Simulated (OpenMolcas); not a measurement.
# BGeH3Cl2 (SMILES Cl[B](Cl)[GeH3]), step by step

Wanted: a single-point energy (HF/ANO-R0), then a single-point energy (CASSCF(2,2)/ANO-R1), then the energy along one coordinate (CASPT2(2,2)/ANO-R1), then the energy along one coordinate (SC-NEVPT2(2,2)/ANO-R1), then the energy along one coordinate (MC-PDFT[tPBE](2,2)/ANO-R1) of BGeH3Cl2. 

The results are computed with OpenMolcas 26.06.

**1. Starting point**

The species is BGeH3Cl2 (7 atoms), meant as a singlet with charge 0. As SMILES, `Cl[B](Cl)[GeH3]`. The coordinates come from a PBE0-D4/def2-TZVP relaxation.

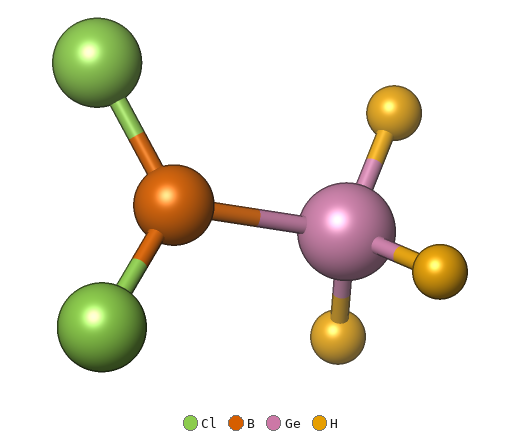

The structure, seen from a chosen angle (chlorine green, boron orange, germanium pink, hydrogen amber).

**2. The energy at HF/ANO-R0 (sfX2C) (run 1)**

coord.xyz

```xyz
7

Cl     1.749500    -1.428200     1.208700
B      0.206400    -1.021900     0.511500
Cl    -1.082400    -2.191800     0.604700
Ge    -0.123100     0.798500    -0.412200
H     -0.556200     0.560600    -1.868300
H     -1.266100     1.534300     0.306700
H      1.133300     1.680500    -0.396700
```

step1.inp

```
&GATEWAY
 Coord = coord.xyz
 Basis = ANO-R0
 Group = NoSym

&SEWARD

&SCF
 PrOrbitals = 0

&LOCALISATION
 Occupied
 Freeze
 Pipek-Mezey

&LOCALISATION
 FileOrb = $Project.LocOrb
 Virtual
 Pipek-Mezey
```

Started as:

```bash
$ export MOLCAS_MEM=1860
$ pymolcas step1.inp > step1.log
```

Standard output:

```text
--- Start Module: gateway ---
[...]
--- Stop Module: gateway /rc=_RC_ALL_IS_WELL_ ---
[...]
      Basis functions           44
[...]
       Convergence after   9 Iterations
[...]
::    Total SCF energy                              -3045.0823625193
[...]
      Total spin, S                                     0.0000000000
[...]
      Total electronic charge=   74.000000
      Total            charge=   -0.000000
[...]
      Dipole Moment (debye):
      Origin of the operator (angstrom)=    0.1001   -0.4751    0.2318
                   X=  2.9511E-01               Y= -1.3534E+00               Z=  7.0205E-01           Total=  1.5530E+00
      Quadrupole Moment (debye*angstrom):
[...]
--- Start Module: localisation ---
[...]
--- Stop Module: localisation /rc=_RC_ALL_IS_WELL_ ---
--- Start Module: localisation ---
[...]
--- Stop Module: localisation /rc=_RC_ALL_IS_WELL_ ---
[...]
```

It took 3.3 s on 1 thread of Intel Xeon 6975P-C (Granite Rapids), shared host; peak memory 0.41 GiB.

**3. The energy at CASSCF(2,2)/ANO-R1 (sfX2C, RICD fitting) (run 2)**

coord.xyz is that of step 2.

step2.input

```
&GATEWAY
Coord = coord.xyz
Basis = ANO-R0
Group = NoSym
&SEWARD
&RASSCF
FileOrb = $CurrDir/step1.LocOrb
Alter = 2
1 28 37
1 38 39
Spin = 1
Nactel = 2 0 0
Inactive = 36
Ras2 = 2
OrbListing = Nothing
>>> COPY $Project.RunFile RUNFIL1
>>> COPY $Project.RasOrb INPORB
&GATEWAY
Coord = coord.xyz
Basis = ANO-R1
Group = NoSym
RICD
&SEWARD
>>> COPY $Project.RunFile RUNFIL2
&EXPBAS
&RASSCF
FileOrb = $Project.ExpOrb
Spin = 1
Nactel = 2 0 0
Inactive = 36
Ras2 = 2
OrbListing = Nothing
OrbAppear = Compact
```

Started as:

```bash
$ export MOLCAS_MEM=1860
$ pymolcas step2.input > step2.log
```

Standard output:

```text
--- Start Module: gateway ---
[...]
--- Stop Module: gateway /rc=_RC_ALL_IS_WELL_ ---
[...]
      Basis functions           44
[...]
      Number of active orbitals                  2
[...]
      Spin quantum number                      0.0
[...]
      Active orbitals                            2
[...]
      Number of CSFs                             3
[...]
      Number of root(s) required                 1
[...]
      Convergence after 11 iterations
[...]
      printout of CI-coefficients larger than  0.05 for root  1
      energy=   -3045.089919
      conf/sym  11     Coeff  Weight
             1  20   0.99529 0.99060
             3  02  -0.09693 0.00940
      Natural orbitals and occupation numbers for root  1
      sym 1:   1.981209   0.018791
      ************************************************************************************************************************
      *                                                    Final results                                                     *
[...]
::    RASSCF root number  1 Total energy:  -3045.08991889
[...]
      Basis functions          104
[...]
--- Start Module: expbas ---
[...]
--- Stop Module: expbas /rc=_RC_ALL_IS_WELL_ ---
--- Start Module: rasscf ---
[...]
      Convergence after 13 iterations
[...]
      Natural orbitals and occupation numbers for root  1
      sym 1:   1.977907   0.022093
      ************************************************************************************************************************
      *                                                    Final results                                                     *
[...]
::    RASSCF root number  1 Total energy:  -3045.53209815
[...]
      Total electronic charge=   74.000000
      Total            charge=   -0.000000
[...]
      Dipole Moment (debye):
      Origin of the operator (angstrom)=    0.1001   -0.4751    0.2318
                   X= -2.9657E-02               Y=  3.5242E-01               Z= -2.5306E-01           Total=  4.3488E-01
      Quadrupole Moment (debye*angstrom):
[...]
--- Stop Module: rasscf /rc=_RC_ALL_IS_WELL_ ---
[...]
```

It took 14 s on 1 thread of Intel Xeon 6975P-C (Granite Rapids), shared host; peak memory 0.41 GiB.

**4. An energy scan at CASPT2(2,2)/ANO-R1 (sfX2C, RICD fitting, ipea shift 0.25 Eh, pt2 variant SS) (run 3)**

step3.input

```
* BCl2GeH3 CASPT2
>>> COPY $CurrDir/step2.RasOrb $Project.RasOrb
>>> ForEach K in (1, 2, 3, 4, 5, 6, 7, 8, 9)
&GATEWAY
Coord=$CurrDir/point$K.xyz
Basis=ANO-R1
Group=NoSym
RICD
&SEWARD
&RASSCF
FileOrb=$Project.RasOrb
Spin=1
Nactel=2 0 0
Inactive=36
Ras2=2
OrbListing=Nothing
OrbAppear=Compact
&CASPT2
Imaginary=0.2
Frozen=20
>>> EndDo
```

Started as:

```bash
$ export MOLCAS_MEM=1860
$ pymolcas step3.input > step3.log
```

Standard output:

```text
[...]
      Basis functions          104
[...]
      Number of active orbitals                  2
[...]
      Spin quantum number                      0.0
[...]
      Active orbitals                            2
[...]
      Number of CSFs                             3
[...]
      Number of root(s) required                 1
[...]
      Convergence after 11 iterations
[...]
      Natural orbitals and occupation numbers for root  1
      sym 1:   1.984402   0.015598
      ************************************************************************************************************************
      *                                                    Final results                                                     *
[...]
::    RASSCF root number  1 Total energy:  -3045.52190268
[...]
::    CASPT2 Root  1     Total energy:  -3046.36919176
[...]
      Convergence after 10 iterations
[...]
      Natural orbitals and occupation numbers for root  1
      sym 1:   1.977887   0.022113
      ************************************************************************************************************************
      *                                                    Final results                                                     *
[...]
      Convergence after 11 iterations
[...]
      Natural orbitals and occupation numbers for root  1
      sym 1:   1.777586   0.222414
      ************************************************************************************************************************
      *                                                    Final results                                                     *
[...]
      Convergence after 12 iterations
[...]
      Natural orbitals and occupation numbers for root  1
      sym 1:   1.568694   0.431306
      ************************************************************************************************************************
      *                                                    Final results                                                     *
[...]
      Convergence after 10 iterations
[...]
      Natural orbitals and occupation numbers for root  1
      sym 1:   1.298886   0.701114
      ************************************************************************************************************************
      *                                                    Final results                                                     *
[...]
::    RASSCF root number  1 Total energy:  -3045.41035256
[...]
::    CASPT2 Root  1     Total energy:  -3046.24592420
[...]
      Convergence after  9 iterations
[...]
::    RASSCF root number  1 Total energy:  -3045.40702893
[...]
::    CASPT2 Root  1     Total energy:  -3046.24232664
[...]
```

It took 1.7 min on 1 thread of Intel Xeon 6975P-C (Granite Rapids), shared host; peak memory 0.16 GiB.

The scan, from its lowest point:

```tsv
H5–Ge4 (Å)	energy (kJ/mol)
1.384	19.9
1.538	0.0
1.691	18.1
1.922	75.5
2.230	162.4
2.614	250.1
3.075	312.1
3.690	343.5
4.613	353.0
```

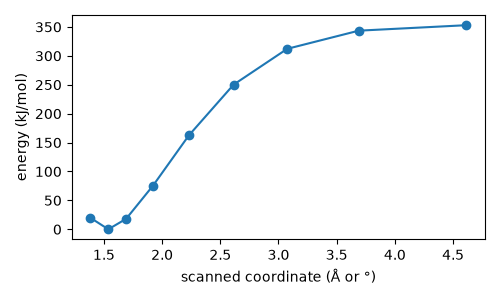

Energy along the scan.

**5. The energy along one coordinate at SC-NEVPT2(2,2)/ANO-R1 (sfX2C, RICD fitting, pt2 variant SC-NEVPT2) (run 4)**

step4.inp

```
>>> COPY $CurrDir/step2.RasOrb $Project.RasOrb
>>> ForEach K in (1, 2, 3, 4, 5, 6, 7, 8, 9)

&gateway
 coord=$CurrDir/point$K.xyz
 basis=ANO-R1
 group=NoSym
 ricd

&seward

&rasscf
 fileorb=$Project.RasOrb
 spin=1
 nactel=2 0 0
 inactive=36
 ras2=2
 orblisting=Nothing
 orbappear=Compact

&caspt2
 sc-nevpt2
 frozen=20
>>> EndDo
```

Started as:

```bash
$ export MOLCAS_MEM=1860
$ pymolcas step4.inp > step4.log
```

Standard output:

```text
[...]
      Basis functions          104
[...]
      Number of active orbitals                  2
[...]
      Spin quantum number                      0.0
[...]
      Active orbitals                            2
[...]
      Number of CSFs                             3
[...]
      Number of root(s) required                 1
[...]
      Convergence after 11 iterations
[...]
      printout of CI-coefficients larger than  0.05 for root  1
      energy=   -3045.521903
      conf/sym  11     Coeff  Weight
             1  20   0.99609 0.99220
             3  02  -0.08831 0.00780
      Natural orbitals and occupation numbers for root  1
      sym 1:   1.984402   0.015598
      ************************************************************************************************************************
      *                                                    Final results                                                     *
[...]
::    RASSCF root number  1 Total energy:  -3045.52190268
[...]
      E2 (Variational):          -0.8421725508
[...]
::    SC-NEVPT2 Root  1     Total energy:  -3046.36404010
[...]
      Convergence after 10 iterations
[...]
      Natural orbitals and occupation numbers for root  1
      sym 1:   1.977887   0.022113
      ************************************************************************************************************************
      *                                                    Final results                                                     *
[...]
      Convergence after 11 iterations
[...]
      Natural orbitals and occupation numbers for root  1
      sym 1:   1.777586   0.222414
      ************************************************************************************************************************
      *                                                    Final results                                                     *
[...]
      Convergence after 12 iterations
[...]
      Natural orbitals and occupation numbers for root  1
      sym 1:   1.568694   0.431306
      ************************************************************************************************************************
      *                                                    Final results                                                     *
[...]
      Convergence after 10 iterations
[...]
::    RASSCF root number  1 Total energy:  -3045.41035256
[...]
::    SC-NEVPT2 Root  1     Total energy:  -3046.24491965
[...]
      Convergence after  9 iterations
[...]
::    RASSCF root number  1 Total energy:  -3045.40702893
[...]
      E2 (Variational):          -0.8344929087
[...]
      Reference weight:           0.81146
[...]
::    SC-NEVPT2 Root  1     Total energy:  -3046.24152183
[...]
```

Run time: 1.7 min. Hardware: 1 thread of Intel Xeon 6975P-C (Granite Rapids), shared host; peak memory 0.16 GiB.

The scan, from its lowest point:

```tsv
H5–Ge4 (Å)	energy (kJ/mol)
1.384	22.0
1.538	0.0
1.691	16.5
1.922	72.3
2.230	157.6
2.614	244.0
3.075	304.7
3.690	334.8
4.613	343.7
```

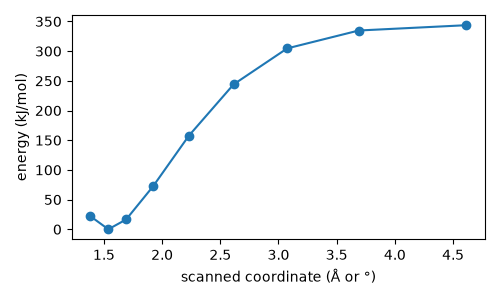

Energy along the scan.

**6. An energy scan at MC-PDFT[tPBE](2,2)/ANO-R1 (sfX2C, RICD fitting) (run 5)**

step5.inp

```
>>> COPY $CurrDir/step2.RasOrb $Project.RasOrb
>>> ForEach K in (1, 2, 3, 4, 5, 6, 7, 8, 9)

&GATEWAY
  Coord=$CurrDir/point$K.xyz
  Basis=ANO-R1
  Group=NoSym
  RICD

&SEWARD

&RASSCF
  FileOrb=$Project.RasOrb
  Spin=1
  Nactel=2 0 0
  Inactive=36
  Ras2=2
  OrbListing=Nothing
  OrbAppear=Compact

&MCPDFT
  KSDFT=T:PBE
>>> EndDo
```

Started as:

```bash
$ export MOLCAS_MEM=1860
$ pymolcas step5.inp > step5.log
```

Standard output:

```text
--- Start Module: gateway ---
[...]
      Basis functions          104
[...]
      Number of active orbitals                  2
[...]
      Spin quantum number                      0.0
[...]
      Active orbitals                            2
[...]
      Number of CSFs                             3
[...]
      Number of root(s) required                 1
[...]
      Convergence after 11 iterations
[...]
      printout of CI-coefficients larger than  0.05 for root  1
      energy=   -3045.521903
      conf/sym  11     Coeff  Weight
             1  20   0.99609 0.99220
             3  02  -0.08831 0.00780
      Natural orbitals and occupation numbers for root  1
      sym 1:   1.984402   0.015598
      ************************************************************************************************************************
      *                                                    Final results                                                     *
[...]
::    RASSCF root number  1 Total energy:  -3045.52190268
[...]
::    MCPDFT root number  1 Total energy:  -3048.10352350
[...]
      Convergence after 10 iterations
[...]
      Natural orbitals and occupation numbers for root  1
      sym 1:   1.977887   0.022113
      ************************************************************************************************************************
      *                                                    Final results                                                     *
[...]
      Convergence after 11 iterations
[...]
      Natural orbitals and occupation numbers for root  1
      sym 1:   1.777586   0.222414
      ************************************************************************************************************************
      *                                                    Final results                                                     *
[...]
      Convergence after 12 iterations
[...]
      Natural orbitals and occupation numbers for root  1
      sym 1:   1.568694   0.431306
      ************************************************************************************************************************
      *                                                    Final results                                                     *
[...]
      Convergence after 10 iterations
[...]
::    RASSCF root number  1 Total energy:  -3045.41035256
[...]
::    MCPDFT root number  1 Total energy:  -3047.97936639
[...]
      Convergence after  9 iterations
[...]
::    RASSCF root number  1 Total energy:  -3045.40702893
[...]
      Total electronic charge=   74.000000
      Total            charge=   -0.000000
[...]
::    MCPDFT root number  1 Total energy:  -3047.97657685
[...]
```

It took 1.8 min on 1 thread of Intel Xeon 6975P-C (Granite Rapids), shared host; peak memory 0.16 GiB.

The scan, from its lowest point:

```tsv
H5–Ge4 (Å)	energy (kJ/mol)
1.384	23.1
1.538	0.0
1.691	15.1
1.922	69.2
2.230	154.9
2.614	246.0
3.075	314.6
3.690	349.1
4.613	356.4
```

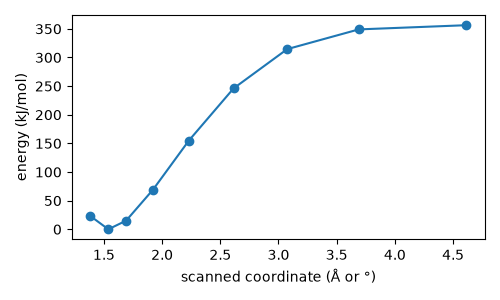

Energy along the scan.

**7. Results**

```
                                                   quantity           value
                             run 1, HF/ANO-R0: total energy  -3045.08236 Eh
                            run 1, HF/ANO-R0: dipole moment          1.55 D
                              run 1, HF/ANO-R0: HOMO energy       -11.72 eV
                              run 1, HF/ANO-R0: LUMO energy         0.81 eV
                            run 1, HF/ANO-R0: HOMO–LUMO gap        12.52 eV
                    run 2, CASSCF(2,2)/ANO-R1: total energy  -3045.53210 Eh
  run 2, CASSCF(2,2)/ANO-R1: dipole moment (CASSCF density)          0.43 D
       run 3, CASPT2(2,2)/ANO-R1: lowest energy of the scan  -3046.37676 Eh
    run 4, SC-NEVPT2(2,2)/ANO-R1: lowest energy of the scan  -3046.37242 Eh
run 5, MC-PDFT[tPBE](2,2)/ANO-R1: lowest energy of the scan  -3048.11232 Eh
```

**Reading.** Mulliken charges (run 2, CASSCF(2,2)/ANO-R1) run from -0.09 on H7 to +0.28 on Ge4.
